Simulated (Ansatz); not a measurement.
## Electronic structure of F3HOZr in real space

The calculation's input:

```
crystal:
  periodic: [false, false, false]
  atoms:
    - {symbol: O, position_ang: [-0.994824, 0.578005, 0.825210]}
    - {symbol: Zr, position_ang: [0.333148, -0.203320, -0.284605]}
    - {symbol: F, position_ang: [1.519362, -1.254284, 0.769629]}
    - {symbol: F, position_ang: [-0.491666, -1.315101, -1.591134]}
    - {symbol: F, position_ang: [1.324982, 1.163273, -1.163220]}
    - {symbol: H, position_ang: [-1.649002, 0.967427, 1.398020]}
basis:
  gaussian: {orbitals: def2-TZVPP}
hamiltonian: {xc: pbe0, dispersion: d4}
output: {orbitals: {seedname: orbitals}}
```

Launched as:

```sh
ansatz run in.yaml --threads 4 --pin off --events-out ev --progress --plain --max-ram 10444MiB
```

Geometry: PBE0-D4/def2-TZVP; core potentials replace the inner electrons of Zr.

The calculation used RKS PBE0-D4/def2-TZVPP (Ansatz 0.2.0).

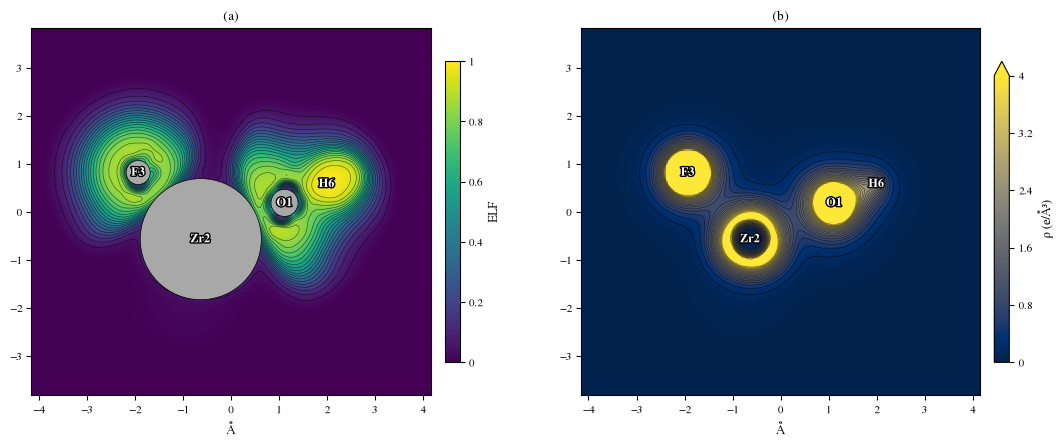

Figure 1. (a) ELF; (b) electron density on the plane of atoms O1, Zr2 and F3. Grey discs cover the atomic cores in the ELF map.

**What do the fields say about this system?**

The plane passes through O, Zr, F and H nuclei.
Zr–O (1.90 Å): ρ is about 0.96 e/Å³ halfway; the ELF peaks at about 0.80 in the valence shell of O, 0.5 Å from its nucleus, and drops to about 0.20 between the two atoms.
Zr–F (1.90 Å): the density is about 0.97 e/Å³ at the midpoint; the ELF peaks at about 0.85 in the valence shell of F, 0.5 Å from its nucleus, and drops to about 0.25 between the two atoms.
O–H (0.95 Å): ρ at the midpoint is about 3.9 e/Å³; the ELF climbs to about 1 towards the hydrogen, as it does in any bond to H (an ordinary covalent bond to hydrogen).

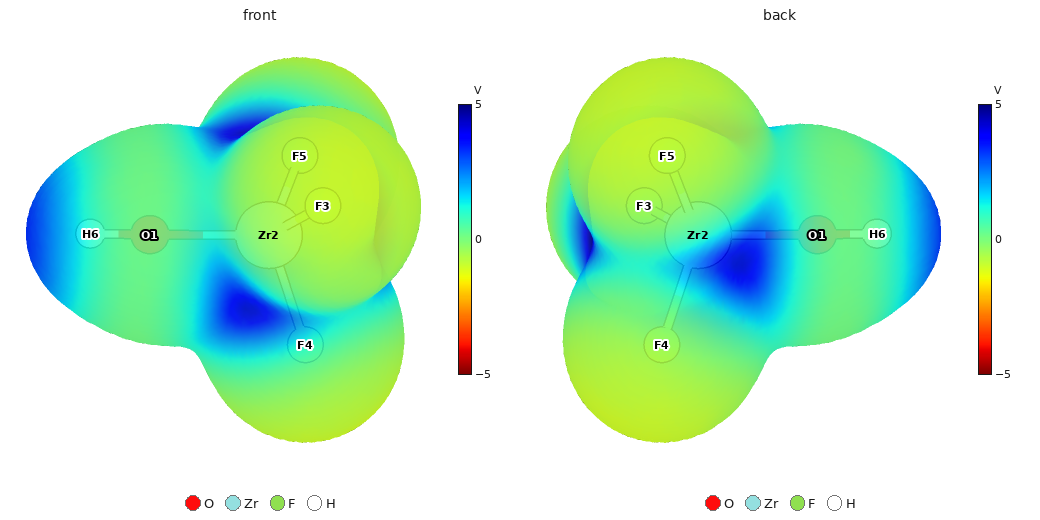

Figure 2. The electrostatic potential painted on the density surface at 0.002 e/bohr³, seen from the front and from behind; red is negative and blue positive.

**Where is the surface potential most negative and most positive?**

The most negative region (about −1.0 V, or −23 kcal/mol for a unit charge) lies over F3, F4 and F5, the most positive (about +4.2 V, or +97 kcal/mol for a unit charge) over Zr2.

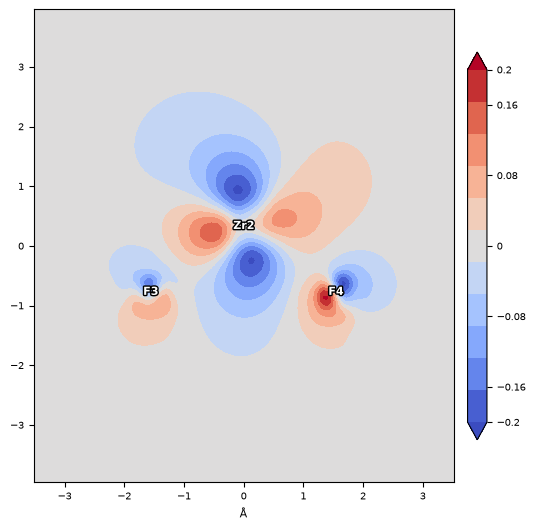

Figure 3. The LUMO on the plane of atoms F3, Zr2 and F4 (values in Å⁻³ᐟ²; the overall sign is arbitrary).

**What is the character of this orbital?**

Its weight (Hirshfeld) is mainly on Zr2 (about 75 %), O1 (about 5 %), F3 (about 5 %), F4 (about 5 %) and F5 (about 5 %). Its energy is −0.59 eV.
